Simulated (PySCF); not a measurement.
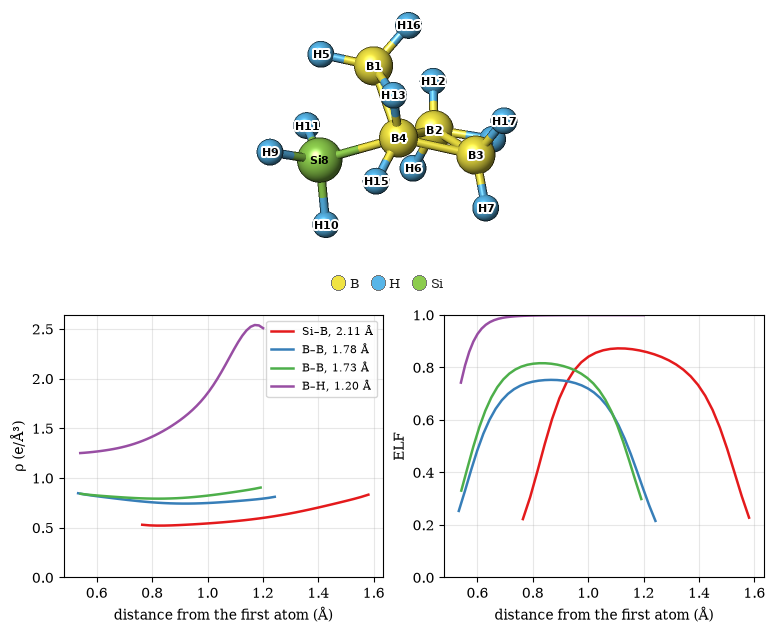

The picture shows: B4H12Si. Electron density and ELF along straight lines between neighbouring atoms. The curves leave out the atomic cores. The structure is drawn too.

Geometry: PBE0-D3(BJ)/def2-SVP.

All numbers below come from PySCF, PBE0/pcSseg-1, SCF density, in a tetrahydrofuran solvent model, non-relativistic.

Input file:

```
{"job": {"kind": "nmr", "xc": "PBE0", "basis": "pcSseg-1", "solvent": "tetrahydrofuran", "pop": false}, "charge": 0, "multiplicity": 1}
B      0.195414     1.276997     0.927074
B     -0.962646    -0.690802     0.356774
B     -1.510199    -0.060790    -1.209963
B      0.084542     0.394378    -0.560442
H      1.263578     1.484654     1.453668
H     -0.412611    -1.774420     0.330707
H     -1.429951    -0.797660    -2.162626
Si     1.739613    -0.631560     0.245887
H      2.914696     0.267036     0.055096
H      1.897922    -1.846957    -0.603644
H      1.645683    -1.037177     1.676703
H     -1.282365    -0.380814     1.484094
H      0.097926     1.669719    -0.395841
H     -2.142150    -0.756199    -0.277836
H      0.877940     0.173848    -1.449981
H     -0.784263     1.773598     1.411480
H     -2.193129     0.936149    -1.281150
```

Run with:

```sh
OMP_NUM_THREADS=1 python ens_run.py task.json out
```

What kind of bonding do the profiles show?

Answer. Si–B (2.11 Å): ρ at the midpoint is about 0.56 e/Å³; the ELF peaks at about 0.85 between the atoms; a shared electron pair.
B–B (1.78 Å): ρ is about 0.74 e/Å³ halfway; the ELF peaks at about 0.75 between the atoms, as expected for a shared electron pair.
B–B (1.73 Å): the density is about 0.8 e/Å³ at the midpoint; the ELF peaks at about 0.80 between the atoms, as expected for a shared electron pair.
B–H (1.20 Å): the density is about 1.3 e/Å³ at the midpoint; the ELF climbs to about 1 towards the hydrogen, as it does in any bond to H: an ordinary covalent bond to hydrogen.
